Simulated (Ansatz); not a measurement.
**AlBrFH$_{3}$: density, localisation and related maps**

Input

```
crystal:
  periodic: [false, false, false]
  atoms:
    - { symbol: Al, position_ang: [0.018008, -0.490517, -0.452945] }
    - { symbol: F, position_ang: [0.021308, 0.057454, 2.367695] }
    - { symbol: H, position_ang: [1.431228, 0.157304, -0.765531] }
    - { symbol: H, position_ang: [-1.42263, 0.080955, -0.791661] }
    - { symbol: Br, position_ang: [0.077368, -2.695965, 0.457922] }
    - { symbol: H, position_ang: [0.040418, -0.866631, 2.503421] }
basis:
  gaussian: { orbitals: def2-SVP }
hamiltonian:
  xc: pbe
  dispersion: d4
relax:
  f_tol: 0.03
  max_steps: 50
output:
  orbitals: {}
```

Command:

```sh
ansatz run input.yaml --threads 1 --pin off --max-ram 2048MiB --backend cpu --events-out ev --progress --plain --runs-dir out
```

The fields are those of the run's last geometry, not of the input's.

Computed with RKS PBE-D4/def2-SVP (Ansatz).

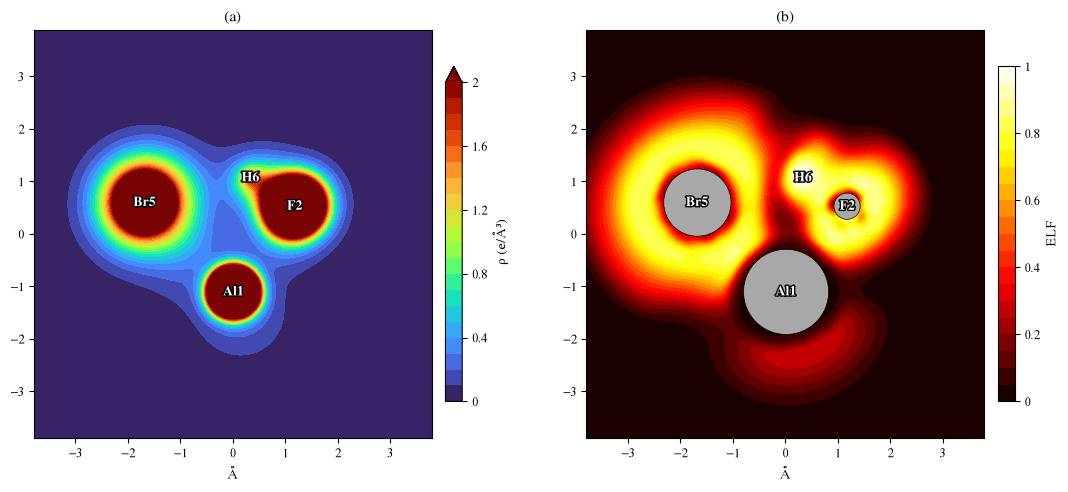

Figure 1. (a) electron density; (b) electron localisation function on the plane of atoms F2, Al1 and Br5. Grey discs cover the atomic cores in the ELF map.

**Describe what can be read from this map.**

The section cuts through Al, F, Br and H sites.
Al–F (2.00 Å): ρ at the midpoint is about 0.35 e/Å³; the ELF peaks at about 0.85 in the valence shell of F, 0.6 Å from its nucleus, and is about 0.25 at the midpoint.
Al–Br (2.40 Å): the density is about 0.51 e/Å³ at the midpoint; the ELF peaks at about 0.85 in the valence shell of Br, 1.2 Å from its nucleus, and is about 0.85 at the midpoint.
F–H (1.01 Å): ρ at the midpoint is about 3.9 e/Å³; the ELF climbs to about 1 towards the hydrogen, as it does in any bond to H.
The ELF also peaks beside Br5 and F2, away from the bonds: lone-pair regions.

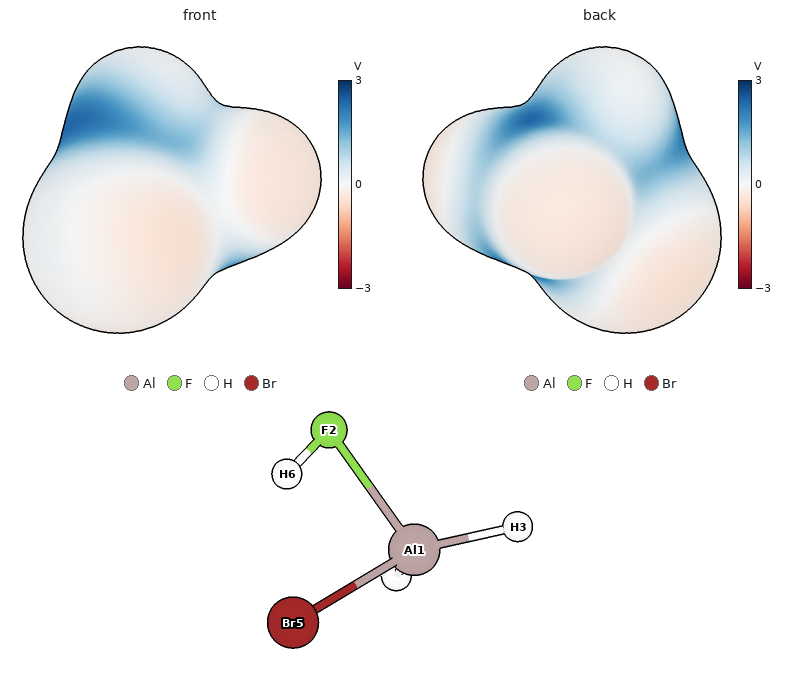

Figure 2. The electrostatic potential painted on the density surface at 0.002 e/bohr³, seen from the front and from behind; red is negative and blue positive. The bare structure is drawn below in the same view.

**Which sites attract a positive test charge, and which a negative one?**

A positive charge is drawn to the negative regions and a negative charge to the positive ones. The most negative region (about −0.4 V) lies over Br5, the most positive (about +2.3 V) over Al1 and H6.

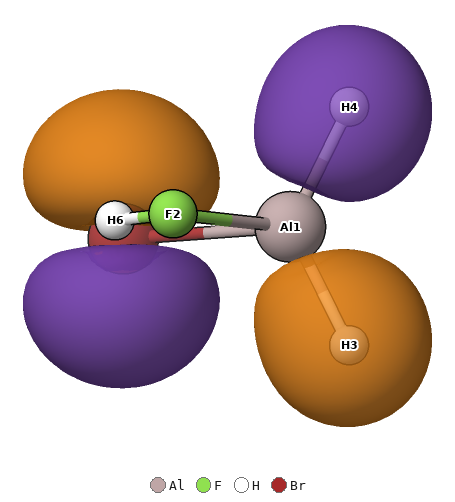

Figure 3. The HOMO at ±0.1 Å⁻³ᐟ² (orange and purple are the two phases), seen from one side.

**What is the character of this orbital?**

By Hirshfeld shares it lies mainly on Br5 (about 50 %), Al1 (about 15 %), H3 (about 15 %) and H4 (about 15 %). Its energy is −6.94 eV.

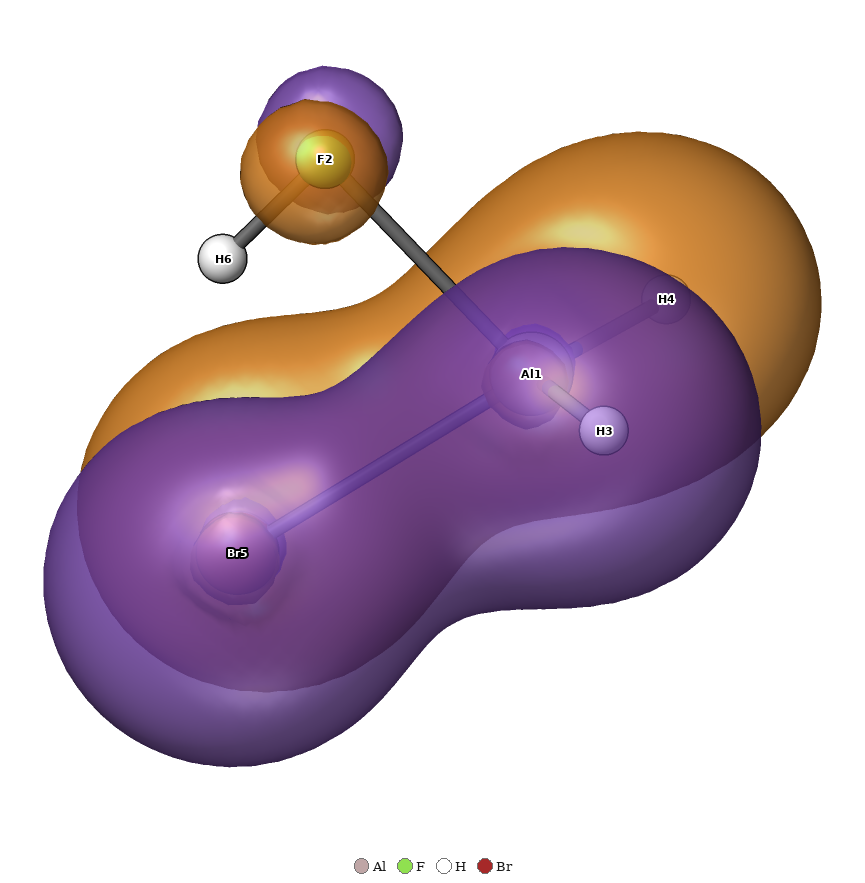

Figure 4. The HOMO−1 at ±0.08 Å⁻³ᐟ² (orange and purple are the two phases), seen at a tilt.

**Describe this orbital and give its energy.**

It lies mainly on Br5 (about 40 %), Al1 (about 25 %), H3 (about 15 %) and H4 (about 15 %). Its energy is −7.79 eV.
